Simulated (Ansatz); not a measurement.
Consider CHAlN (doublet).

Input

```
basis:
  gaussian:
    orbitals: def2-TZVPD
crystal:
  periodic: [false, false, false]
  atoms:
    - symbol: C
      position_ang: [0.853450, -0.358139, -1.941982]
    - symbol: Al
      position_ang: [-0.214077, 1.076556, 0.479508]
    - symbol: "N"
      position_ang: [0.400790, 0.149363, -0.972869]
    - symbol: H
      position_ang: [-1.175485, 0.240823, 1.444102]
output: {forces: true, orbitals: {seedname: orbitals}}
magnetization:
  spin_polarized: true
  initial_magnetization: 1
hamiltonian:
  xc: {name: PBE0}
```

Command:

```sh
ansatz run input.yaml --threads 1 --pin off --max-ram 2610MiB --events-out events.jsonl --progress --plain --runs-dir runs
```

Geometry: B3LYP-D3(BJ)/def2-SVP.

Method: isolated molecule in a Gaussian basis; Kohn-Sham density functional theory, functional PBE0 in Ansatz.

### What will maps of the electron density, electron localisation function and spin density show?

C–N (1.18 Å): ρ is about 3.5 e/Å³ halfway; the ELF peaks at about 0.85 between the atoms: a short, multiple covalent bond.
Al–N (1.83 Å): ρ is about 0.74 e/Å³ halfway; the ELF peaks at about 0.90 in the valence shell of N, 0.7 Å from its nucleus, and is about 0.65 at the midpoint.
Al–H (1.60 Å): ρ at the midpoint is about 0.55 e/Å³; the ELF climbs to about 1 towards the hydrogen.
The unpaired spin (1 electron) lies mostly on Al2 (about 0.8) and H4 (about 0.1), in electrons by Hirshfeld's partition.

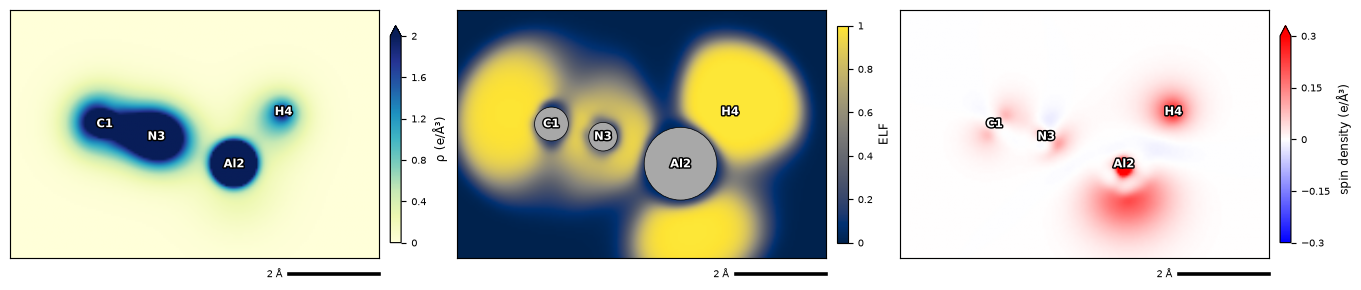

Computed electron density, electron localisation function and spin density on the molecular plane, in this order. Grey discs cover the atomic cores in the ELF map. 
